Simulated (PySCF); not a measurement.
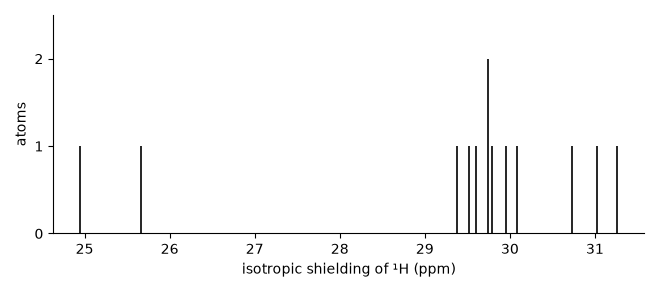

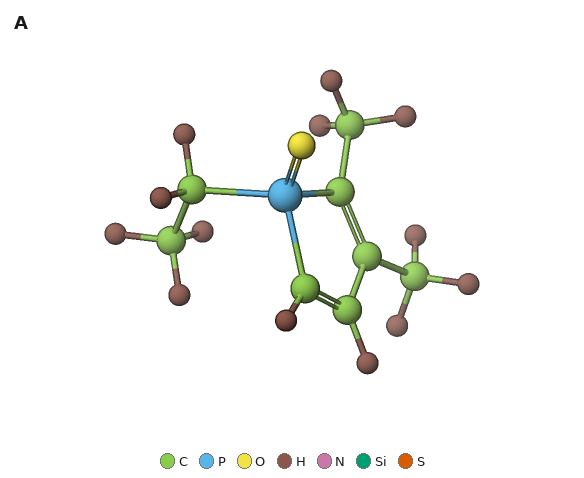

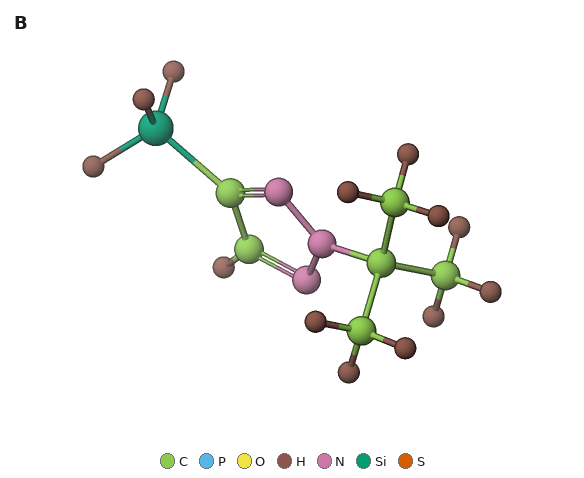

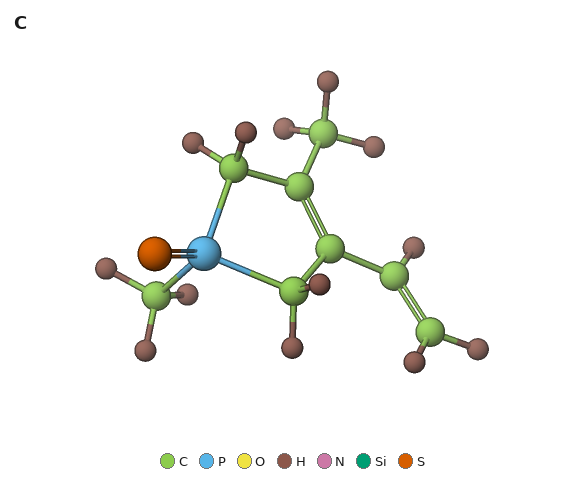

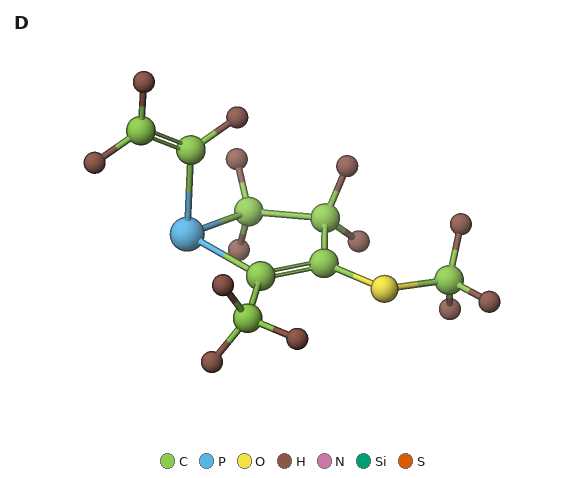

The sticks are computed shieldings of one of the molecules, for one fixed geometry (GFN2-xTB) without averaging over rotations. Low shielding means a high chemical shift. Method: GIAO PBE0/pcSseg-1 NMR shielding, non-relativistic, gas phase (PySCF 2.14.0).

Match the spectrum to a structure.

A, `CC[P@@]1(=O)C=CC(C)=C1C`. Its 13 H atoms give lines at 24.95, 25.66, 29.37, 29.52, 29.61, 29.74 (2 atoms), 29.79, 29.96, 30.09, 30.73, 31.03, 31.26 ppm.

The geometry is semi-empirical. Around P, Si such bond lengths and angles can be off by a tenth of an ångström or more and by several degrees, and values that hang on the shape move with them.
